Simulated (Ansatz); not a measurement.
# As in place of Si at several sites of Σ7 (111) twist boundary in Si (84 atoms)

At which site of Σ7 (111) twist boundary in Si (84 atoms) does As in place of Si cost least, and what about the site decides it?

Method: Kohn-Sham DFT, PBE, PAW (set soft_1), plane waves, in Ansatz 0.2.0.

### 1. The starting structure

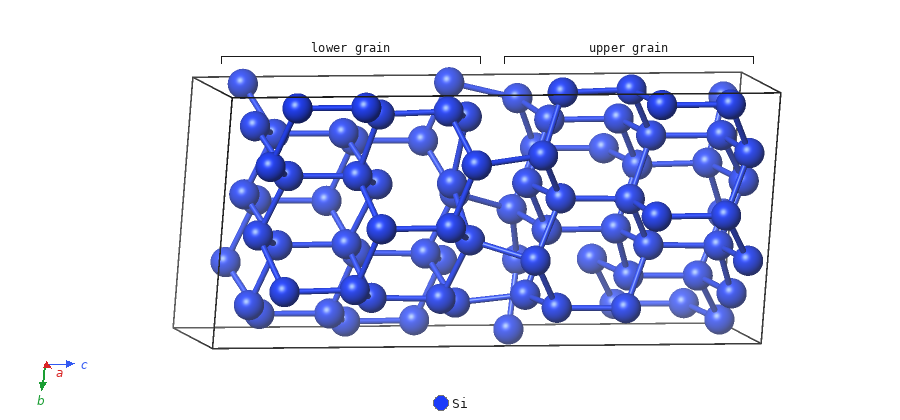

The starting structure, seen from the side, with the c axis across the page (silicon blue).

The cell holds 84 atoms: 84 Si. Its edges and angles: a = 10.160 Å, b = 10.160 Å, c = 18.604 Å, α = 90.0°, β = 90.0°, γ = 120.0°. It derives from Si (diamond-structure). Diamond-structure Si (a = 5.431 Å); two grains turned against each other by 81.79 deg about [111]; 1 x 1 coincidence cells, 1 lattice periods a grain, two boundaries a cell, upper grain shifted by [0.256, 0.544] of the boundary cell and opened by 0.2 Å, one atom of each pair nearer than 1.293 Å removed; annealed from 300 K for 3 ps and minimised with a classical potential (one cell length free). Regions: lower grain, 42 atoms (42 Si); upper grain, 42 atoms (42 Si).

### 2. Single point at the start

A single point comes first, to see the forces before anything moves.

The input, input.yaml:

```yaml
crystal:
  lattice:
    - [10.16047, 0.0, 0.0]
    - [-5.08024, 8.79923, 0.0]
    - [0.0, 0.0, 18.60372]
  atoms:
    - { symbol: Si, position: [0.87375, 0.28911, 0.44911] }
    - { symbol: Si, position: [0.87484, 0.28755, 0.07303] }
    - { symbol: Si, position: [0.84229, 0.05771, 0.11633] }
    - { symbol: Si, position: [0.84229, 0.05771, 0.24151] }
    - { symbol: Si, position: [0.77055, 0.59638, 0.45531] }
    - { symbol: Si, position: [0.74049, 0.57166, 0.06996] }
    - { symbol: Si, position: [0.98791, 0.778, 0.10794] }
    - { symbol: Si, position: [0.98702, 0.77241, 0.23579] }
    - { symbol: Si, position: [0.45269, 0.12945, 0.45531] }
    - { symbol: Si, position: [0.45804, 0.15951, 0.06996] }
    - { symbol: Si, position: [0.69372, 0.33986, 0.12003] }
    - { symbol: Si, position: [0.69427, 0.3423, 0.24631] }
    - { symbol: Si, position: [0.93823, 0.53494, 0.27984] }
    - { symbol: Si, position: [0.94052, 0.53244, 0.40583] }
    - { symbol: Si, position: [0.6478, 0.10082, 0.28164] }
    - { symbol: Si, position: [0.64437, 0.09204, 0.40713] }
    - { symbol: Si, position: [0.61089, 0.85778, 0.44911] }
    - { symbol: Si, position: [0.61245, 0.86043, 0.07303] }
    - { symbol: Si, position: [0.30362, 0.44731, 0.45531] }
    - { symbol: Si, position: [0.32835, 0.44196, 0.06996] }
    - { symbol: Si, position: [0.56014, 0.627, 0.12003] }
    - { symbol: Si, position: [0.5577, 0.62511, 0.24631] }
    - { symbol: Si, position: [0.79918, 0.82012, 0.28164] }
    - { symbol: Si, position: [0.80796, 0.82548, 0.40713] }
    - { symbol: Si, position: [0.04222, 0.02625, 0.44911] }
    - { symbol: Si, position: [0.03957, 0.02516, 0.07303] }
    - { symbol: Si, position: [0.273, 0.20628, 0.12003] }
    - { symbol: Si, position: [0.2749, 0.20574, 0.24631] }
    - { symbol: Si, position: [0.50895, 0.39105, 0.29766] }
    - { symbol: Si, position: [0.50895, 0.39105, 0.43383] }
    - { symbol: Si, position: [0.17562, 0.72438, 0.45143] }
    - { symbol: Si, position: [0.17563, 0.72439, 0.05689] }
    - { symbol: Si, position: [0.41695, 0.91209, 0.10795] }
    - { symbol: Si, position: [0.41226, 0.91299, 0.2358] }
    - { symbol: Si, position: [0.122, 0.48305, 0.10794] }
    - { symbol: Si, position: [0.12759, 0.48774, 0.23579] }
    - { symbol: Si, position: [0.36506, 0.67643, 0.27984] }
    - { symbol: Si, position: [0.36756, 0.68122, 0.40583] }
    - { symbol: Si, position: [0.07988, 0.2522, 0.28164] }
    - { symbol: Si, position: [0.07453, 0.25563, 0.40713] }
    - { symbol: Si, position: [0.22357, 0.96177, 0.27984] }
    - { symbol: Si, position: [0.21878, 0.95948, 0.40583] }
    - { symbol: Si, position: [0.50895, 0.39106, 0.96547] }
    - { symbol: Si, position: [0.50895, 0.39105, 0.57093] }
    - { symbol: Si, position: [0.80973, 0.255, 0.94932] }
    - { symbol: Si, position: [0.81082, 0.25765, 0.57324] }
    - { symbol: Si, position: [0.74405, 0.43421, 0.61652] }
    - { symbol: Si, position: [0.74634, 0.439, 0.74251] }
    - { symbol: Si, position: [0.07212, 0.09027, 0.94932] }
    - { symbol: Si, position: [0.07368, 0.08917, 0.57324] }
    - { symbol: Si, position: [0.0402, 0.28995, 0.61522] }
    - { symbol: Si, position: [0.03677, 0.29531, 0.74072] }
    - { symbol: Si, position: [0.99031, 0.49032, 0.77605] }
    - { symbol: Si, position: [0.99085, 0.48843, 0.90232] }
    - { symbol: Si, position: [0.35622, 0.95591, 0.9524] }
    - { symbol: Si, position: [0.38095, 0.98598, 0.56705] }
    - { symbol: Si, position: [0.31701, 0.15594, 0.61652] }
    - { symbol: Si, position: [0.31951, 0.15365, 0.74252] }
    - { symbol: Si, position: [0.27231, 0.34301, 0.78656] }
    - { symbol: Si, position: [0.26762, 0.33743, 0.91441] }
    - { symbol: Si, position: [0.645, 0.82788, 0.94932] }
    - { symbol: Si, position: [0.64235, 0.82632, 0.57324] }
    - { symbol: Si, position: [0.61005, 0.02339, 0.61522] }
    - { symbol: Si, position: [0.60469, 0.01461, 0.74072] }
    - { symbol: Si, position: [0.55698, 0.20244, 0.78656] }
    - { symbol: Si, position: [0.56257, 0.20334, 0.91442] }
    - { symbol: Si, position: [0.94408, 0.67346, 0.9524] }
    - { symbol: Si, position: [0.91402, 0.66812, 0.56705] }
    - { symbol: Si, position: [0.87661, 0.8598, 0.61522] }
    - { symbol: Si, position: [0.88539, 0.86323, 0.74072] }
    - { symbol: Si, position: [0.84228, 0.05771, 0.78084] }
    - { symbol: Si, position: [0.84228, 0.05772, 0.90602] }
    - { symbol: Si, position: [0.17562, 0.72438, 0.58853] }
    - { symbol: Si, position: [0.17562, 0.72438, 0.72469] }
    - { symbol: Si, position: [0.12687, 0.90969, 0.77605] }
    - { symbol: Si, position: [0.12442, 0.90915, 0.90232] }
    - { symbol: Si, position: [0.22653, 0.54377, 0.9524] }
    - { symbol: Si, position: [0.23188, 0.51905, 0.56704] }
    - { symbol: Si, position: [0.46579, 0.58299, 0.61652] }
    - { symbol: Si, position: [0.461, 0.58049, 0.74251] }
    - { symbol: Si, position: [0.40967, 0.77313, 0.77605] }
    - { symbol: Si, position: [0.41157, 0.77557, 0.90232] }
    - { symbol: Si, position: [0.69756, 0.62769, 0.78656] }
    - { symbol: Si, position: [0.69666, 0.63238, 0.91441] }
kpoints:
  mp_grid: { grid: [2, 2, 1] }
hamiltonian:
  xc: pbe
  pseudopotentials: { kind: paw, azcp: { folder: soft_1 } }
scf:
  occupations: { method: fermi_dirac, width: 0.05 }
output:
  forces: true
```

Launch:

```console
$ ansatz run input.yaml --threads 8 --pin off --max-ram 15872MiB --backend cpu --events-out ev --progress --plain --runs-dir out
```

Numbers of over 12 decimals in the logs are rounded to 6 here.

Log:

```text
Warning: the atoms were moved onto the symmetric positions of the space group found under crystal.symmetry.tolerance 1.0e-5 (fractional; no operation is sought that the atoms, as they stand in a round, miss by more than twice it, and no atom is moved by as much as it), and the run uses the moved positions. [...]
Warning: at least one further symmetry operation maps every atom of the structure, as the run holds it, onto an atom to within 2.52e-5 (fractional), and is not used: no operation is sought that the atoms, as the run holds them, miss by more than 2.00e-5, twice crystal.symmetry.tolerance (1.0e-5). [...]
Engine: ansatz 0.2.0, x86_64-unknown-linux-gnu
Pseudopotentials: kind: paw
Pseudopotential: Si, paw, valence charge 4, recommended cutoff 420 eV (normal), soft_1/Si.paw.azcp
[... 5 lines on functional and potentials left out ...]
Crystal: 84 atoms, lattice volume = 1663.253 Å³
Basis set: ecut = 420 eV, 32523 PW (Γ), exchange–correlation on 144×144×250 points (8 copies of the dense FFT grid, shifted against one another)
Bands: 252, of which v1, the nominal top of the filled ones, is band 168 counted from 1 (167 counted from 0)
Symmetry: 2 space group operations
Space group: C2 (ITA 5), of the structure as read, at distance tolerance 1.2e-4 Å
k-points: 3 of 4
[... 3 lines on functional and potentials left out ...]
Initial density: superposition of atomic densities (chi_scale 0.1, normalization cell)
Initial wavefunctions: pseudopotential atomic-orbital guess
Functional: x = pbe(κ = 0.804, μ = 0.219515), c = pbe(β = 0.066725)
SCF iter   1: F=—  HF=-53404.383362 eV  |F-HF|=—  |Δ(HF+E_count)|=         —  Δρ=4.44e-2  dr2=3.08e1  ethr=3.10e-3  ⟨swp⟩=7.0  Hψ=4009  notcnv=0  defer=72
preconditioner: auto → Kerker (q_TF=auto, 2.090 Å⁻¹)  [metal: Δε(μ)=0.103 eV  Ē_g=7.839 eV  σ=0.050 eV  W_gap=0.47  n_scr=246 (ndim 8)  ℏωp=16.7 eV  f_vac=0.000  D(μ)=14.92/eV (n_scr^D=54)]
SCF iter   2: F=—  HF=-53400.016992 eV  |F-HF|=—  |Δ(HF+E_count)|=    4.37e0  Δρ=2.69e-2  dr2=1.20e1  ethr=3.10e-3  ⟨swp⟩=1.0  Hψ=870  notcnv=0  defer=124
preconditioner: auto → Resta (q_TF=auto, 2.090 Å⁻¹)  ε∞=5.6  [insulator: Δε(μ)=0.120 eV  Ē_g=7.791 eV  σ=0.050 eV  W_gap=0.53  n_scr=246 (ndim 8)  ℏωp=16.7 eV  f_vac=0.000  D(μ)=14.50/eV (n_scr^D=54)  ε∞_Penn≈5.6]
SCF iter   3: F=—  HF=-53397.325903 eV  |F-HF|=—  |Δ(HF+E_count)|=    2.69e0  Δρ=2.82e-3  dr2=1.84e-1  ethr=3.10e-3  ⟨swp⟩=3.0  Hψ=1119  notcnv=0  defer=124
SCF iter   4: F=—  HF=-53397.433404 eV  |F-HF|=—  |Δ(HF+E_count)|=   1.08e-1  Δρ=6.43e-4  dr2=1.90e-2  ethr=5.47e-5  ⟨swp⟩=2.3  Hψ=968  notcnv=0  defer=20
automatic band count: iteration 4 solves 194 bands in place of 252: the levels show a gap, and the empty bands left out lie too high to hold charge; the band table lists the bands solved (type scf.n_extra_bands for more)
SCF iter   5: F=—  HF=-53397.443702 eV  |F-HF|=—  |Δ(HF+E_count)|=   1.03e-2  Δρ=1.95e-4  dr2=4.89e-3  ethr=5.67e-6  ⟨swp⟩=2.7  Hψ=1110  notcnv=0  defer=20
SCF iter   6: F=—  HF=-53397.444187 eV  |F-HF|=—  |Δ(HF+E_count)|=   4.85e-4  Δρ=6.49e-5  dr2=2.29e-4  ethr=1.46e-6  ⟨swp⟩=2.3  Hψ=695  notcnv=0  defer=20
SCF iter   7: F=—  HF=-53397.444267 eV  |F-HF|=—  |Δ(HF+E_count)|=   8.03e-5  Δρ=1.46e-5  dr2=6.67e-6  ethr=6.83e-8  ⟨swp⟩=2.7  Hψ=996  notcnv=0  defer=20
SCF iter   8: F=—  HF=-53397.443271 eV  |F-HF|=—  |Δ(HF+E_count)|=   9.97e-4  Δρ=3.33e-6  dr2=2.60e-7  ethr=1.99e-9  ⟨swp⟩=2.0  Hψ=1089  notcnv=0  defer=20
SCF iter   9: F=-53397.443271 eV  HF=-53397.443271 eV  |F-HF|=2.20e-9  |Δ(HF+E_count)|=   3.06e-7  Δρ=7.72e-7  dr2=2.19e-8  ethr=2.98e-11  ⟨swp⟩=5.0  Hψ=2170  notcnv=0
SCF 1 converged in 9 iterations: F = -53397.443271 eV  dr2 = 2.19e-8
  greatest PAW one-centre occupation: 0.649 electrons in one spin orbital (limit 2), on the Si atom at site 43 (counted from 0), in its partial waves of l = 0
SCF converged after 9 iterations
Free energy (F): -53397.443271 eV
Harris-Foulkes:  -53397.443271 eV  (|F-HF|=2.20e-9)
Internal energy: -53397.322738 eV  (E = F + TS)
E sigma→0 (E₀):  -53397.383005 eV
Entropy (-TS):   -0.120533 eV (-1.435 meV/atom)
Fermi energy:    6.402674 eV
--- Per-component energies (eV) ---
  E_band       = 436.441191
  E_kinetic    = 3397.548720
  E_local      = -1924.581901  (includes V_loc(G=0)·N_el)
  E_nonlocal   = 1907.650388
  E_hartree    = 591.594038
  E_xc         = -4733.138897
  E_vxc        = -3998.597164  (∫ρ·V_xc dr)
  E_paw        = -42966.433637  (= ΣΔE_a)
  E_vpaw       = -128.769902  (= ΣTr[D̂ρ^β])
  E_aug_tail   = 0.003221  (compensation charges beyond the density's cutoff)
  E_ewald      = -9669.964671
  E_smearing   = -0.120533  (= −TS)
  E_closure    = 0.000000  (closes the sum)
  Σ components = -53397.443271   (vs F -53397.443271, Δ=0.00e0)
--- Forces (eV/Å), atoms counted from 1 ---
  atom   1  Si    -0.01270062     0.06981130    -0.03078930
  atom   2  Si     0.14312037     0.12201222     0.03449225
  atom   3  Si    -0.00064578     0.00031657     0.03377133
  atom   4  Si     0.00005366     0.00034355     0.04136326
  atom   5  Si     0.09110983     0.11194377    -0.07827222
  atom   6  Si     0.53073490     0.35949062    -0.07489664
  atom   7  Si     0.15757984    -0.40934116     0.00812257
  atom   8  Si    -0.09135894     0.21125798     0.00878085
  atom   9  Si     0.05017642    -0.13490055    -0.07812750
  atom  10  Si     0.04549217    -0.63985813    -0.07462445
  atom  11  Si    -0.12672289     0.09113001    -0.17833334
  atom  12  Si    -0.05211779     0.01101891     0.27403654
  atom  13  Si     0.23026903    -0.01021637    -0.15590129
  atom  14  Si     0.07751673    -0.00430380    -0.13291950
[...]
atom  83  Si    -0.13734024     0.18396779    -0.00896813
  atom  84  Si     0.27547380    -0.34050963    -0.00746560
  max |Σ_I F_I| component: 1.25e-6 eV/Å
```

Elapsed: 9.1 s, on 8 threads of Intel Xeon at 2.60GHz (Ice Lake), shared host; peak memory 5.8 GiB; 67 s of CPU time.

The program notes that the atoms just miss a symmetry operation and positions were snapped to a detected symmetry.

The r.m.s. force at the start is 0.17 eV/Å.

### 3. Relaxation

The atoms are relaxed in the fixed cell, aiming at the force tolerance of the input.

The input, input.yaml:

```yaml
crystal:
  lattice:
    - [10.16047, 0.0, 0.0]
    - [-5.08024, 8.79923, 0.0]
    - [0.0, 0.0, 18.60372]
  atoms:
    [... the 84 atom lines of step 2 ...]
kpoints:
  mp_grid: { grid: [2, 2, 1] }
hamiltonian:
  xc: pbe
  pseudopotentials: { kind: paw, azcp: { folder: soft_1 } }
scf:
  occupations: { method: fermi_dirac, width: 0.05 }
output:
  forces: true
relax:
  f_tol: 0.05
  max_steps: 120
```

Log:

```text
[...]
Crystal: 84 atoms, lattice volume = 1663.253 Å³
Basis set: ecut = 420 eV, 32523 PW (Γ), exchange–correlation on 144×144×250 points (8 copies of the dense FFT grid, shifted against one another)
Bands: 252, of which v1, the nominal top of the filled ones, is band 168 counted from 1 (167 counted from 0)
Symmetry: 2 space group operations
[...]
k-points: 3 of 4
[...]
SCF iter   1: F=—  HF=-53404.383364 eV  |F-HF|=—  |Δ(HF+E_count)|=         —  Δρ=4.44e-2  dr2=3.08e1  ethr=3.10e-3  ⟨swp⟩=7.0  Hψ=4009  notcnv=0  defer=72
[...]
SCF iter   7: F=-53397.443268 eV  HF=-53397.443266 eV  |F-HF|=2.75e-6  |Δ(HF+E_count)|=   8.23e-5  Δρ=1.77e-5  dr2=6.34e-6  ethr=1.86e-8  ⟨swp⟩=2.7  Hψ=2241  notcnv=0
SCF 1 converged in 7 iterations: F = -53397.443268 eV  dr2 = 6.34e-6
[...]
relax step   1: F+E_penalty+E_count = -53397.44326842 eV  Δ(F+E_penalty+E_count) = +0.000e0 eV  max|allowed force component| = 7.251e-1 eV/Å  Δτ_max = 0.0000 Å  (7 SCF iters, dr2 threshold 6.25e-5 eV, accepted)
[...]
relax step   2: F+E_penalty+E_count = -53397.97430204 eV  Δ(F+E_penalty+E_count) = -5.310e-1 eV  max|allowed force component| = 5.116e-1 eV/Å  Δτ_max = 0.1229 Å  (6 SCF iters, dr2 threshold 3.29e-5 eV, accepted)
[...]
relax step   3: F+E_penalty+E_count = -53398.21014937 eV  Δ(F+E_penalty+E_count) = -2.358e-1 eV  max|allowed force component| = 2.189e-1 eV/Å  Δτ_max = 0.1376 Å  (6 SCF iters, dr2 threshold 1.64e-5 eV, accepted)
relax step   4: F+E_penalty+E_count = -53398.31515242 eV  Δ(F+E_penalty+E_count) = -1.050e-1 eV  max|allowed force component| = 1.038e-1 eV/Å  Δτ_max = 0.0850 Å  (6 SCF iters, dr2 threshold 8.78e-6 eV, accepted)
relax step   5: F+E_penalty+E_count = -53398.29223075 eV  Δ(F+E_penalty+E_count) = +2.292e-2 eV  max|allowed force component| = 2.763e-1 eV/Å  Δτ_max = 0.2000 Å  (7 SCF iters, rejected (line search))
relax step   6: F+E_penalty+E_count = -53398.34679533 eV  Δ(F+E_penalty+E_count) = -3.164e-2 eV  max|allowed force component| = 6.077e-2 eV/Å  Δτ_max = 0.0820 Å  (7 SCF iters, accepted)
[...]
relax step   7: F+E_penalty+E_count = -53398.35110230 eV  Δ(F+E_penalty+E_count) = -4.307e-3 eV  max|allowed force component| = 1.559e-2 eV/Å  Δτ_max = 0.0187 Å  (6 SCF iters, accepted)
SCF converged after 6 iterations
Free energy (F): -53398.351102 eV
[...]
Internal energy: -53398.277367 eV  (E = F + TS)
E sigma→0 (E₀):  -53398.314235 eV
Entropy (-TS):   -0.073735 eV (-0.878 meV/atom)
Fermi energy:    6.324617 eV
[...]
--- Forces (eV/Å), atoms counted from 1 ---
  atom   1  Si     0.01412995     0.00574507     0.00546357
  atom   2  Si     0.00439845    -0.00128882    -0.00423048
  atom   3  Si     0.00000677     0.00000231     0.00049955
  atom   4  Si    -0.00000535    -0.00001733     0.00672746
  atom   5  Si     0.00462170     0.01533891     0.00544884
  atom   6  Si    -0.00505851     0.00365801    -0.00589987
  atom   7  Si     0.00447240     0.00086946    -0.00188807
  atom   8  Si    -0.00803542    -0.00128531    -0.00069020
  atom   9  Si     0.01098882    -0.01165809     0.00544412
  atom  10  Si     0.00572892     0.00256950    -0.00587056
  atom  11  Si     0.00641077     0.00051258    -0.00186145
  atom  12  Si     0.00829335    -0.00379804    -0.00409580
  atom  13  Si     0.00552480     0.00617921     0.00082858
  atom  14  Si    -0.00113152    -0.00358084     0.00026288
[...]
atom  83  Si     0.00512001     0.00633937     0.00067678
  atom  84  Si    -0.00297450    -0.00344861     0.00193637
  max |Σ_I F_I| component: 5.09e-7 eV/Å
--- Relaxed structure (7 steps of the walk, 6 accepted, 0 SCFs on fresh bases) ---
  F+E_penalty+E_count = -53398.35110230 eV   max|allowed force component| = 1.559e-2 eV/Å
  atoms:
    - { symbol: Si, position: [0.875044, 0.290517, 0.448468] }
    - { symbol: Si, position: [0.877525, 0.288575, 0.073238] }
    - { symbol: Si, position: [0.842299, 0.057703, 0.115864] }
    - { symbol: Si, position: [0.842293, 0.057706, 0.240822] }
[...]
- { symbol: Si, position: [0.690531, 0.628247, 0.909757] }
```

The job ended after 48 s (8 threads; peak memory 5.9 GiB).

The relaxation converged after 7 steps, 0.908 eV below its start, with a largest force component of 0.016 eV/Å.

(Part 1 of 2 ends here.)

[Logs are printed without paths, hosts, clocks, repeated set-up lines and the standing remarks that a program may print on its own settings, such as how far it seeks lower states.]

[Hosts, paths, dates, database ids (printed as entryN), source tags and the programs' standing remarks are cut or masked in the printed files.]
